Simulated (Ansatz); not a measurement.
# Grüneisen parameters and expansion of Rh (Rhodium, Fm-3m), part 2 of 3

Aim: how the vibrations of Rhodium shift with volume, and the expansion that follows.

Ansatz 0.2.0; DFT PBEsol, scalar-relativistic, plane waves, PAW.

So far. Step 2 (Probe on a coarse mesh): The start is under -2.7 GPa at this level and looks like a metal on this mesh. Step 4 (Relaxing to small residual forces and stress): The residual pressure is 8.6e-5 GPa, small enough for phonons.

The database entry behind the starting cell differs from later determinations by our own check (an axis about 0.2 % short against later determinations), so it need not match the best structure at ambient conditions.

## Step 5: Phonons, V/V0 1

Phonons at this volume give one point of F(V, T); meshes stay fixed along the series.

Input file input.yaml:

```yaml
crystal:
  lattice:
    - [0.0, 1.8897979409, 1.8897979409]
    - [1.8897979409, 0.0, 1.8897979409]
    - [1.8897979409, 1.8897979409, 0.0]
  atoms:
    - { symbol: Rh, position: [0.0, 0.0, 0.0] }
kpoints:
  mp_grid: { grid: [20, 20, 20] }
hamiltonian:
  xc: pbesol
scf:
  occupations: { method: methfessel_paxton, width: 0.2 }
output:
  eigenvalues: true
phonons:
  method: dfpt
  qmesh: [4, 4, 4]
  temperatures: { t_max: 1000, t_step: 50 }
  qpath:
    path:
      - [[0.0, 0.0, 0.0], [0.5, 0.0, 0.5], [0.625, 0.25, 0.625]]
      - [[0.375, 0.375, 0.75], [0.0, 0.0, 0.0], [0.5, 0.5, 0.5], [0.5, 0.25, 0.75], [0.5, 0.0, 0.5]]
    npoints: 10
```

Launch:

```
> ansatz run input.yaml --threads 4 --pin off --max-ram 8192MiB --backend cpu --events-out ev --progress --plain --runs-dir out
```

Numbers of over 12 decimals in the logs are rounded to 6 here.

The log of the run:

```text
[...]
Crystal: 1 atoms, lattice volume = 13.498 Å³
Basis set: ecut = 420 eV, 259 PW (Γ), exchange–correlation on 36×36×36 points (8 copies of the dense FFT grid, shifted against one another)
Bands: 13, of which v1, the nominal top of the filled ones, is band 9 counted from 1 (8 counted from 0)
Symmetry: 48 space group operations
k-points: 256 of 8000
[...]
SCF iter   1: F=—  HF=-6338.749275 eV  |F-HF|=—  |Δ(HF+E_count)|=         —  Δρ=9.48e-3  dr2=9.84e-3  ethr=1.77e-3  ⟨swp⟩=4.6  Hψ=17741  notcnv=0
[...]
SCF iter   7: F=-6338.746278 eV  HF=-6338.746278 eV  |F-HF|=9.09e-13  |Δ(HF+E_count)|=  5.00e-11  S|Δr|=    0.00e0  Δρ=2.27e-7  dr2=3.35e-12  ethr=1.00e-12  ⟨swp⟩=4.6  Hψ=14211  notcnv=0
SCF 1 converged in 7 iterations: F = -6338.746278 eV  dr2 = 3.35e-12
[...]
NSCF: frozen V_eff on 256 k-points
[...]
DFPT response loops at q = (0, 0, 0) (fractional): preconditioner auto → Kerker (q_TF=auto, 2.835 Å⁻¹) (partly filled bands, converged f_vac=0.000); β = 1.00, the filter's whole step (`scf.mixing.beta` (0.50) is not read by the response loops under this deck's `scf.mixing.preconditioner`; to damp them name `kerker` or `kerker_dos`, under which they read `scf.mixing.beta`, and type it under 1.00, their step now; both keys bind the ground state too); Broyden in place of MSR1
[...]
SCF converged after 7 iterations
[...]
Free energy (F): -6338.746278 eV
[...]
Internal energy: -6338.748187 eV  (E = F + TS)
E sigma→0 (E₀):  -6338.746755 eV
Entropy (-TS):   0.001909 eV (1.909 meV/atom)
Fermi energy:    22.779387 eV
[...]
--- Band table (eV; the first three rows and the last of 256) ---
  k-point 0: bands = [... 5 lower, 19.5876, 19.5876, 19.5876, 21.7630, 21.7630, 38.4865, 43.9123, 43.9123]
  k-point 1: bands = [... 5 lower, 19.5405, 19.6288, 19.6288, 21.7393, 21.7393, 38.6379, 43.3682, 44.0616]
  k-point 2: bands = [... 5 lower, 19.4180, 19.7399, 19.7399, 21.6840, 21.6840, 39.0550, 42.1679, 44.5035]
  k-point 255: bands = [... 5 lower, 18.8388, 18.8388, 21.5314, 23.8075, 32.4716, 32.4716, 34.0923, 35.5703]
--- Phonons (Γ-DFPT): 1 representative perturbation + reference (Σ response iterations 3) ---
  ASR residual: 1.701e-4 → 0.000e0 eV/Å²; symmetrization residual: 1.614e-12 eV/Å²
  ASR residual per site (eV/Å²): 1.70e-4
  Γ frequencies (cm⁻¹): 0.00 0.00 0.00
--- Phonons (arbitrary-q DFPT): 8 irreducible q on the 4×4×4 mesh ---
  q = [0.0000, 0.0000, 0.0000] (star 1, of the zone-centre solve; hermiticity 8.01e-10, symmetrization 9.36e-9): -0.00 -0.00 -0.00
  q = [0.0000, 0.0000, 0.2500] (star 8, 1 solved perturbation on 4200 of 8000 k-point pairs; hermiticity 5.91e-14, symmetrization 1.13e-13): 100.29 100.29 202.20
[...]
q = [0.0000, 0.2500, 0.2500] (star 6, 2 solved perturbations in 3420 linear systems a pass and spin channel, the states on 2210 of 8000 k-point pairs; hermiticity 1.07e-13, symmetrization 1.26e-13): 138.09 138.09 213.17
[...]
sum rule: each row above includes the acoustic sum rule's correction from the zone centre's row sums; it moved no ω² by more than (0.67 cm⁻¹)²
  mesh force constants: q→R imaginary residual 0.00e0; ASR residual 1.701e-4 → 0.000e0 eV/Å²; symmetrization residual 8.882e-15 eV/Å²
  interpolated dispersion: 62 rows × 3 modes
  density of states and harmonic sums: on the 28×28×28 q-mesh, interpolated from the force constants of a 4×4×4 supercell (no non-analytic term)
  largest difference from the sums on the solved wave vectors: F 1.07e-2 eV, S 1.48e-5 and C_V 4.03e-6 eV/K
  zero-point energy: 0.033372 eV/cell   skipped modes (ω ≤ 0): 3   left out of the sums: 4.56e-5 of the cell's modes: C_V's classical limit lies that fraction below 3 k_B per atom; for a crystal, a wire or a layer, F and S can be off by more, and a phonons.interpolated_qmesh denser along its periods is the remedy for the sampling
```

Elapsed: 2.5 min, on 4 threads of Arm Neoverse V1, shared host; peak memory 3.5 GiB; 9.4 min of CPU time.

This step gave:

- Γ frequencies: 0, 0, 0 cm⁻¹ (negative: imaginary)
- lowest frequency on the path: 0 cm⁻¹
- zero-point energy: 0.03337 eV/cell
- highest frequency: 249.9 cm⁻¹
- Debye temperature from the second moment: 343 K

No LO-TO term. The phonon branches at the labelled points (cm⁻¹):

```tsv
point	branch 1	branch 2	branch 3
Γ	0	0	0
X	193	193	240
U	180	205	218
jump to K	180	205	218
Γ	0	0	0
L	144	144	250
W	190	208	208
X	193	193	240
```

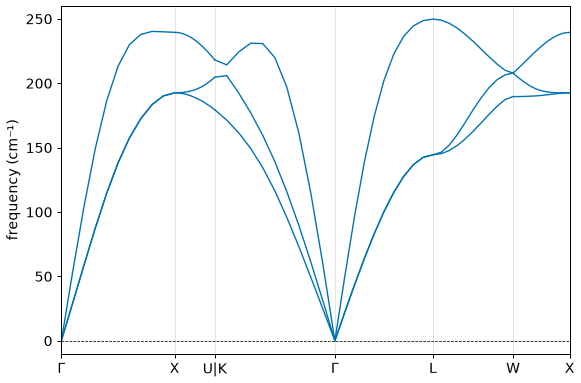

Phonon branches along the path.

The phonon density of states has structure finer than the step of the table below, so its rows give means over 20 cm⁻¹, whole bins alone (the curve runs from 1 to 251 cm⁻¹). Peaks (cm⁻¹: height): 185.0: 0.0298, 235.0: 0.0578.

Tetrahedra on 28 28 28, mean over bins of 2 cm⁻¹. Phonon density of states against wavenumber; means over each step:

```tsv
wavenumber (cm⁻¹)	phonon density of states (1/cm⁻¹/cell)
20	1.4e-4
40	5.8e-4
60	0.00135
80	0.00259
100	0.00461
120	0.00824
140	0.0177
160	0.0268
180	0.0292
200	0.0146
220	0.0184
240	0.0259
```

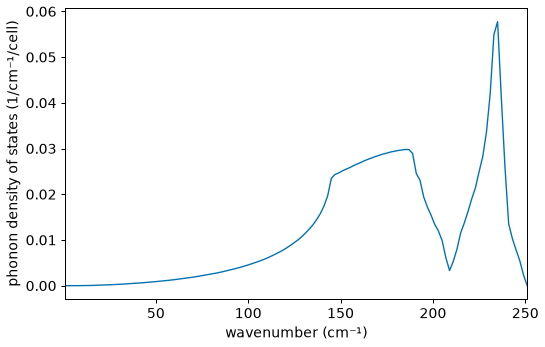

Phonon density of states against wavenumber.

Harmonic. Thermo, by row:

```tsv
T (K)	F_vib (meV/atom)	S (J/mol-atom/K)	C_V (J/mol-atom/K)
0	33.37	0	0
50	33.18	1.587	4.776
100	30.73	8.261	14.75
150	24.6	15.27	19.47
200	15.1	21.2	21.63
250	2.79	26.16	22.75
300	-11.88	30.37	23.39
350	-28.58	34	23.79
400	-47.05	37.2	24.05
450	-67.07	40.04	24.23
500	-88.5	42.6	24.37
550	-111.2	44.93	24.46
600	-135	47.06	24.54
650	-159.9	49.03	24.6
700	-185.8	50.85	24.65
750	-212.6	52.55	24.68
800	-240.3	54.15	24.71
850	-268.7	55.65	24.74
900	-297.9	57.06	24.76
950	-327.9	58.4	24.78
1000	-358.4	59.67	24.8
```

The modes, Rh has structure finer than the step of the table below, so its rows give means over 25 cm⁻¹, whole bins alone (the curve runs from -10 to 267 cm⁻¹). Peaks (cm⁻¹: height): 187.0: 0.0307, 234.0: 0.0518.

Phonopy on the run's constants, 21x21x21 mesh, Gaussian sigma 2.0 cm⁻¹. The modes, Rh by wavenumber; means over each step:

```tsv
wavenumber (cm⁻¹)	modes, Rh (1/cm⁻¹/cell)
25	1.9e-4
50	0.00103
75	0.00229
100	0.00467
125	0.00965
150	0.0234
175	0.0287
200	0.0154
225	0.0279
250	0.00679
```

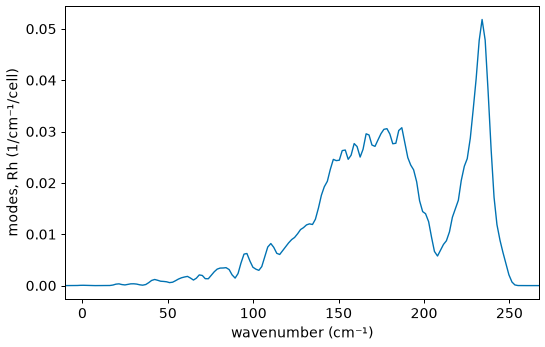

Modes, Rh, plotted against wavenumber.

No mode is imaginary beyond numerical noise at the solved wavevectors.

## Step 6: Single point at a scaled cell, V/V0 1.015

Symmetry fixes every atom, so a single point at the scaled cell gives the energy and pressure of this member.

input.yaml, the sections that differ from step 5:

```yaml
crystal:
  lattice:
    - [0.0, 1.8992000754, 1.8992000754]
    - [1.8992000754, 0.0, 1.8992000754]
    - [1.8992000754, 1.8992000754, 0.0]
  atoms:
    - { symbol: Rh, position: [0.0, 0.0, 0.0] }
output:
  forces: true
  stress: true
  eigenvalues: true
# kpoints, hamiltonian, scf: as in step 5
# phonons: removed
```

The log of the run:

```text
[...]
Crystal: 1 atoms, lattice volume = 13.701 Å³
Basis set: ecut = 420 eV, 283 PW (Γ), exchange–correlation on 36×36×36 points (8 copies of the dense FFT grid, shifted against one another)
Bands: 13, of which v1, the nominal top of the filled ones, is band 9 counted from 1 (8 counted from 0)
Symmetry: 48 space group operations
[...]
k-points: 256 of 8000
[...]
SCF iter   1: F=—  HF=-6338.746716 eV  |F-HF|=—  |Δ(HF+E_count)|=         —  Δρ=9.54e-3  dr2=1.03e-2  ethr=1.77e-3  ⟨swp⟩=4.7  Hψ=17748  notcnv=0
[...]
SCF iter   5: F=-6338.743552 eV  HF=-6338.743552 eV  |F-HF|=3.16e-9  |Δ(HF+E_count)|=   1.11e-7  S|Δr|=    0.00e0  Δρ=2.24e-5  dr2=1.40e-8  ethr=5.88e-10  ⟨swp⟩=5.0  Hψ=15475  notcnv=0
SCF 1 converged in 5 iterations: F = -6338.743552 eV  dr2 = 1.40e-8
[...]
SCF converged after 5 iterations
[...]
Free energy (F): -6338.743552 eV
[...]
Internal energy: -6338.745559 eV  (E = F + TS)
E sigma→0 (E₀):  -6338.744054 eV
Entropy (-TS):   0.002007 eV (2.007 meV/atom)
Fermi energy:    22.346142 eV
[...]
--- Stress (GPa, compression-positive) ---
       -4.244407      -0.000000       0.000000
        0.000000      -4.244407      -0.000000
        0.000000      -0.000000      -4.244407
  P = ⅓ Tr σ = -4.2444 GPa (-42.444 kbar)
--- Band table (eV; the first three rows and the last of 256) ---
  k-point 0: bands = [... 5 lower, 19.2271, 19.2271, 19.2271, 21.3522, 21.3522, 38.0711, 43.4146, 43.4146]
  k-point 1: bands = [... 5 lower, 19.1812, 19.2674, 19.2674, 21.3292, 21.3292, 38.2183, 42.8743, 43.5637]
  k-point 2: bands = [... 5 lower, 19.0617, 19.3762, 19.3762, 21.2757, 21.2757, 38.6227, 41.6748, 43.9947]
  k-point 255: bands = [... 5 lower, 18.4913, 18.4913, 21.1307, 23.3467, 31.9263, 31.9263, 33.5173, 34.9927]
```

It took 0.87 s on 4 threads; peak memory 0.31 GiB.

Numbers from this step:

* pressure: -4.244 GPa
* volume per atom: 13.70 Å³

The run ends at a pressure of -4.24 GPa.

## Step 7: Lattice dynamics at this volume, V/V0 1.015

Phonons at this volume give one point of F(V, T); meshes stay fixed along the series.

input.yaml, the sections that differ from step 6:

```yaml
output:
  eigenvalues: true
phonons:
  method: dfpt
  qmesh: [4, 4, 4]
  temperatures: { t_max: 1000, t_step: 50 }
  qpath:
    path:
      - [[0.0, 0.0, 0.0], [0.5, 0.0, 0.5], [0.625, 0.25, 0.625]]
      - [[0.375, 0.375, 0.75], [0.0, 0.0, 0.0], [0.5, 0.5, 0.5], [0.5, 0.25, 0.75], [0.5, 0.0, 0.5]]
    npoints: 10
# crystal, kpoints, hamiltonian, scf: as in step 6
```

The log of the run:

```text
[...]
Crystal: 1 atoms, lattice volume = 13.701 Å³
Basis set: ecut = 420 eV, 283 PW (Γ), exchange–correlation on 36×36×36 points (8 copies of the dense FFT grid, shifted against one another)
Bands: 13, of which v1, the nominal top of the filled ones, is band 9 counted from 1 (8 counted from 0)
Symmetry: 48 space group operations
k-points: 256 of 8000
[...]
k-point 255: bands = [... 5 lower, 18.4913, 18.4913, 21.1307, 23.3466, 31.9263, 31.9263, 33.5172, 34.9926]
[...]
ASR residual: 1.674e-4 → 0.000e0 eV/Å²; symmetrization residual: 6.063e-13 eV/Å²
  ASR residual per site (eV/Å²): 1.67e-4
  Γ frequencies (cm⁻¹): 0.00 0.00 0.00
--- Phonons (arbitrary-q DFPT): 8 irreducible q on the 4×4×4 mesh ---
[...]
interpolated dispersion: 62 rows × 3 modes
[...]
[key lines of the parts left out:]
SCF converged after 7 iterations
Free energy (F): -6338.743552 eV
Fermi energy:    22.346074 eV
```

The job ended after 2.5 min (4 threads; peak memory 3.5 GiB).

No mode is imaginary beyond numerical noise at the solved wavevectors.

## Step 8: Single point at a scaled cell, V/V0 0.985

Symmetry fixes every atom, so a single point at the scaled cell gives the energy and pressure of this member.

input.yaml, the sections that differ from step 7:

```yaml
crystal:
  lattice:
    - [0.0, 1.8803013085, 1.8803013085]
    - [1.8803013085, 0.0, 1.8803013085]
    - [1.8803013085, 1.8803013085, 0.0]
  atoms:
    - { symbol: Rh, position: [0.0, 0.0, 0.0] }
output:
  forces: true
  stress: true
  eigenvalues: true
  write_density: true
  write_potential: true
  elf: true
  volumetric_format: npy
# kpoints, hamiltonian, scf: as in step 7
# phonons: removed
```

The log of the run:

```text
[...]
Crystal: 1 atoms, lattice volume = 13.296 Å³
Basis set: ecut = 420 eV, 259 PW (Γ), exchange–correlation on 36×36×36 points (8 copies of the dense FFT grid, shifted against one another)
Bands: 13, of which v1, the nominal top of the filled ones, is band 9 counted from 1 (8 counted from 0)
Symmetry: 48 space group operations
[...]
k-points: 256 of 8000
[...]
--- Band table (eV; the first three rows and the last of 256) ---
  k-point 0: bands = [... 5 lower, 19.9586, 19.9586, 19.9586, 22.1863, 22.1863, 38.9124, 44.4184, 44.4184]
  k-point 1: bands = [... 5 lower, 19.9102, 20.0007, 20.0007, 22.1618, 22.1618, 39.0680, 43.8753, 44.5721]
  k-point 2: bands = [... 5 lower, 19.7847, 20.1143, 20.1143, 22.1047, 22.1047, 39.4981, 42.6729, 45.0247]
  k-point 255: bands = [... 5 lower, 19.1969, 19.1969, 21.9439, 24.2827, 33.0340, 33.0340, 34.6843, 36.1657]
[key lines of the parts left out:]
SCF converged after 5 iterations
Free energy (F): -6338.743383 eV
Fermi energy:    23.226007 eV
P = ⅓ Tr σ = 4.6523 GPa (46.523 kbar)
```

It took 1.1 s on 4 threads; peak memory 0.31 GiB.

The run ends at a pressure of 4.65 GPa.

## Step 9: Lattice dynamics at this volume, V/V0 0.985

The same q-mesh and k-mesh are kept at every volume, so that much of their error can cancel in the differences.

input.yaml, the sections that differ from step 8:

```yaml
output:
  eigenvalues: true
phonons:
  method: dfpt
  qmesh: [4, 4, 4]
  temperatures: { t_max: 1000, t_step: 50 }
  qpath:
    path:
      - [[0.0, 0.0, 0.0], [0.5, 0.0, 0.5], [0.625, 0.25, 0.625]]
      - [[0.375, 0.375, 0.75], [0.0, 0.0, 0.0], [0.5, 0.5, 0.5], [0.5, 0.25, 0.75], [0.5, 0.0, 0.5]]
    npoints: 10
# crystal, kpoints, hamiltonian, scf: as in step 8
```

The log of the run:

```text
[...]
Crystal: 1 atoms, lattice volume = 13.296 Å³
Basis set: ecut = 420 eV, 259 PW (Γ), exchange–correlation on 36×36×36 points (8 copies of the dense FFT grid, shifted against one another)
Bands: 13, of which v1, the nominal top of the filled ones, is band 9 counted from 1 (8 counted from 0)
Symmetry: 48 space group operations
k-points: 256 of 8000
[...]
k-point 255: bands = [... 5 lower, 19.1968, 19.1968, 21.9439, 24.2827, 33.0339, 33.0339, 34.6842, 36.1657]
[...]
ASR residual: 1.765e-4 → 0.000e0 eV/Å²; symmetrization residual: 1.819e-12 eV/Å²
  ASR residual per site (eV/Å²): 1.76e-4
  Γ frequencies (cm⁻¹): 0.00 0.00 0.00
--- Phonons (arbitrary-q DFPT): 8 irreducible q on the 4×4×4 mesh ---
[...]
interpolated dispersion: 62 rows × 3 modes
[...]
[key lines of the parts left out:]
SCF converged after 7 iterations
Free energy (F): -6338.743383 eV
Fermi energy:    23.225967 eV
```

Elapsed: 2.4 min, on 4 threads; peak memory 3.5 GiB; 9.3 min of CPU time.

No mode is imaginary beyond numerical noise at the solved wavevectors.

## Step 10: Single point at a scaled cell, V/V0 1.03

Symmetry fixes every atom, so a single point at the scaled cell gives the energy and pressure of this member.

input.yaml, the sections that differ from step 9:

```yaml
crystal:
  lattice:
    - [0.0, 1.9085100285, 1.9085100285]
    - [1.9085100285, 0.0, 1.9085100285]
    - [1.9085100285, 1.9085100285, 0.0]
  atoms:
    - { symbol: Rh, position: [0.0, 0.0, 0.0] }
output:
  forces: true
  stress: true
  eigenvalues: true
  write_density: true
  write_potential: true
  elf: true
  volumetric_format: npy
# kpoints, hamiltonian, scf: as in step 9
# phonons: removed
```

The log of the run:

```text
[...]
Crystal: 1 atoms, lattice volume = 13.903 Å³
Basis set: ecut = 420 eV, 283 PW (Γ), exchange–correlation on 40×40×40 points (8 copies of the dense FFT grid, shifted against one another)
Bands: 13, of which v1, the nominal top of the filled ones, is band 9 counted from 1 (8 counted from 0)
Symmetry: 48 space group operations
[...]
k-points: 256 of 8000
[...]
--- Band table (eV; the first three rows and the last of 256) ---
  k-point 0: bands = [... 5 lower, 18.8766, 18.8766, 18.8766, 20.9532, 20.9532, 37.6658, 42.9319, 42.9319]
  k-point 1: bands = [... 5 lower, 18.8319, 18.9161, 18.9161, 20.9309, 20.9309, 37.8088, 42.3910, 43.0767]
  k-point 2: bands = [... 5 lower, 18.7154, 19.0226, 19.0226, 20.8792, 20.8792, 38.2008, 41.1932, 43.4978]
  k-point 255: bands = [... 5 lower, 18.1538, 18.1538, 20.7414, 22.8996, 31.3973, 31.3973, 32.9583, 34.4318]
[key lines of the parts left out:]
SCF converged after 5 iterations
Free energy (F): -6338.735706 eV
Fermi energy:    21.925538 eV
P = ⅓ Tr σ = -8.1156 GPa (-81.156 kbar)
```

It took 1.1 s on 4 threads; peak memory 0.32 GiB.

The run ends at a pressure of -8.12 GPa.

## Step 11: Phonons, V/V0 1.03

Phonons at this volume give one point of F(V, T); meshes stay fixed along the series.

input.yaml, the sections that differ from step 10:

```yaml
output:
  eigenvalues: true
phonons:
  method: dfpt
  qmesh: [4, 4, 4]
  temperatures: { t_max: 1000, t_step: 50 }
  qpath:
    path:
      - [[0.0, 0.0, 0.0], [0.5, 0.0, 0.5], [0.625, 0.25, 0.625]]
      - [[0.375, 0.375, 0.75], [0.0, 0.0, 0.0], [0.5, 0.5, 0.5], [0.5, 0.25, 0.75], [0.5, 0.0, 0.5]]
    npoints: 10
# crystal, kpoints, hamiltonian, scf: as in step 10
```

The log of the run:

```text
[...]
Crystal: 1 atoms, lattice volume = 13.903 Å³
Basis set: ecut = 420 eV, 283 PW (Γ), exchange–correlation on 40×40×40 points (8 copies of the dense FFT grid, shifted against one another)
Bands: 13, of which v1, the nominal top of the filled ones, is band 9 counted from 1 (8 counted from 0)
Symmetry: 48 space group operations
k-points: 256 of 8000
[...]
k-point 255: bands = [... 5 lower, 18.1537, 18.1537, 20.7414, 22.8995, 31.3973, 31.3973, 32.9583, 34.4318]
[...]
ASR residual: 1.869e-4 → 0.000e0 eV/Å²; symmetrization residual: 3.941e-12 eV/Å²
  ASR residual per site (eV/Å²): 1.87e-4
  Γ frequencies (cm⁻¹): 0.00 0.00 0.00
--- Phonons (arbitrary-q DFPT): 8 irreducible q on the 4×4×4 mesh ---
[...]
interpolated dispersion: 62 rows × 3 modes
[...]
[key lines of the parts left out:]
SCF converged after 7 iterations
Free energy (F): -6338.735706 eV
Fermi energy:    21.925468 eV
```

Wall time 2.5 min (4 threads); peak memory 3.6 GiB; 9.6 min of CPU time.

No mode is imaginary beyond numerical noise at the solved wavevectors.

## Step 12: A cell at another volume, V/V0 0.97

Symmetry fixes every atom, so a single point at the scaled cell gives the energy and pressure of this member.

input.yaml, the sections that differ from step 11:

```yaml
crystal:
  lattice:
    - [0.0, 1.8707077676, 1.8707077676]
    - [1.8707077676, 0.0, 1.8707077676]
    - [1.8707077676, 1.8707077676, 0.0]
  atoms:
    - { symbol: Rh, position: [0.0, 0.0, 0.0] }
output:
  forces: true
  stress: true
  eigenvalues: true
  write_density: true
  write_potential: true
  elf: true
  volumetric_format: npy
# kpoints, hamiltonian, scf: as in step 11
# phonons: removed
```

The log of the run:

```text
[...]
Crystal: 1 atoms, lattice volume = 13.093 Å³
Basis set: ecut = 420 eV, 259 PW (Γ), exchange–correlation on 36×36×36 points (8 copies of the dense FFT grid, shifted against one another)
Bands: 13, of which v1, the nominal top of the filled ones, is band 9 counted from 1 (8 counted from 0)
Symmetry: 48 space group operations
[...]
k-points: 256 of 8000
[...]
--- Band table (eV; the first three rows and the last of 256) ---
  k-point 0: bands = [... 5 lower, 20.3406, 20.3406, 20.3406, 22.6225, 22.6225, 39.3491, 44.9371, 44.9371]
  k-point 1: bands = [... 5 lower, 20.2909, 20.3836, 20.3836, 22.5972, 22.5972, 39.5092, 44.3943, 45.0958]
  k-point 2: bands = [... 5 lower, 20.1621, 20.4997, 20.4997, 22.5381, 22.5381, 39.9525, 43.1912, 45.5594]
  k-point 255: bands = [... 5 lower, 19.5659, 19.5659, 22.3689, 24.7730, 33.6147, 33.6147, 35.2938, 36.7801]
[key lines of the parts left out:]
SCF converged after 5 iterations
Free energy (F): -6338.734337 eV
Fermi energy:    23.686452 eV
P = ⅓ Tr σ = 9.7486 GPa (97.486 kbar)
```

The job ended after 1.1 s (4 threads; peak memory 0.31 GiB; 3.5 s of CPU time).

The run ends at a pressure of 9.75 GPa.

(Part 2 of 3 ends here.)

[Logs are printed without paths, hosts, clocks, repeated set-up lines and the standing remarks that a program may print on its own settings, such as how far it seeks lower states.]

[Hosts, paths, dates, database ids (printed as entryN), source tags and the programs' standing remarks are cut or masked in the printed files.]

[A step with changed settings may run another functional than the one named; its input shows which.]

[Of the runs on displaced cells, only some may be shown.]
